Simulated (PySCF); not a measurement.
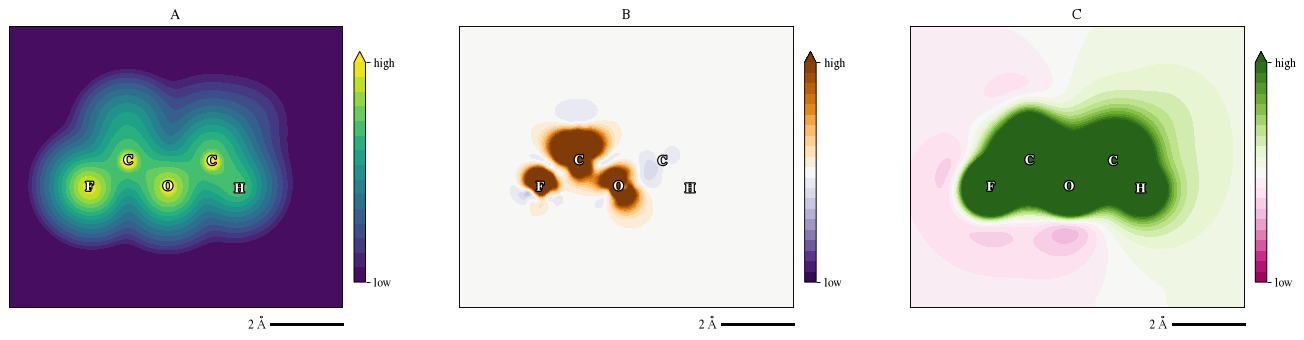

C₃H₅F₂O (doublet): 3 fields on the plane of atoms C2, O3 and C4, with unlabelled colour scales.

Geometry: GFN2-xTB.

Computed with PySCF, UKS B3LYP, pcH-1 on C F H O, non-relativistic, mean-field spin-orbit, GIAO.

```yaml
atoms:
  - { symbol: C, position_ang: [-1.3319, -0.1319, -0.3483] }
  - { symbol: C, position_ang: [-0.2874, 0.6510, 0.4379] }
  - { symbol: O, position_ang: [0.7733, -0.1814, 0.8918] }
  - { symbol: C, position_ang: [1.5736, -0.7023, -0.0482] }
  - { symbol: F, position_ang: [2.0174, 0.1522, -1.0023] }
  - { symbol: F, position_ang: [2.6172, -1.3494, 0.4794] }
  - { symbol: H, position_ang: [-2.1534, 0.5265, -0.6138] }
  - { symbol: H, position_ang: [-1.7138, -0.9540, 0.2514] }
  - { symbol: H, position_ang: [-0.8927, -0.5349, -1.2580] }
  - { symbol: H, position_ang: [-0.7152, 1.0596, 1.3552] }
  - { symbol: H, position_ang: [0.1182, 1.4671, -0.1710] }
```

**Which field does each panel show? The fields are: electron density, electrostatic potential and spin density.**

Panel A: electron density. Panel B: spin density (confined to the atoms that carry the unpaired spin). Panel C: electrostatic potential (strongly positive close to the atoms, with negative regions outside electron-rich atoms). From the grid: C–F (1.34 Å): ρ at the midpoint is about 2.4 e/Å³. C–O (1.34 Å): ρ at the midpoint is about 2.4 e/Å³.
